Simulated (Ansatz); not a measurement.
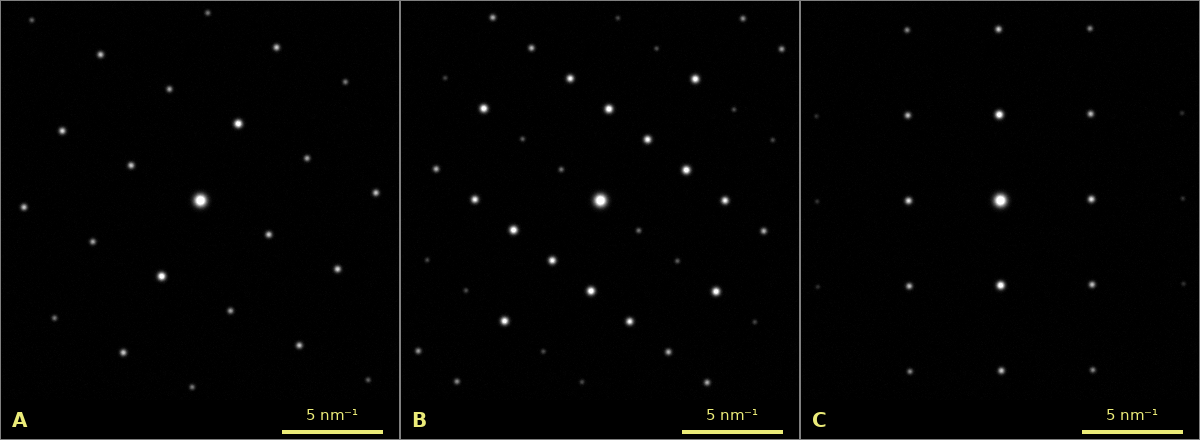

The patterns are kinematic simulations for 300 kV electrons (no multiple scattering; isotropic B = 0.5 Å²).

All three come from MoW2, space group P6/mmm (No. 191), a = 4.69 Å, c = 2.60 Å (hexagonal axes). Structure: the geometry relaxed with DFT PBE, scalar-relativistic, plane waves, PAW in Ansatz; the starting structure was generated, so it need not be a known form of this composition.

```
Mo W
1.0
     4.68576    0.00000    0.00000
    -2.34288    4.05798    0.00000
     0.00000    0.00000    2.59688
Mo W
1 2
Direct
  0.00000 0.00000 0.00000
  0.33333 0.66667 0.50000
  0.66667 0.33333 0.50000
```

### Assign the zone axes [100], [210], [212] to A, B and C.

A is [210]: rectangular net of 0 0 1 at d = 2.60 Å and 1 -2 0 at d = 2.34 Å, at 90.0°. B is [100]: rectangular net of 0 1 0 at d = 4.06 Å and 0 0 1 at d = 2.60 Å, at 90.0°. C is [212]: rectangular net of -1 2 0 at d = 2.34 Å and -1 0 1 at d = 2.19 Å, at 90.0°.
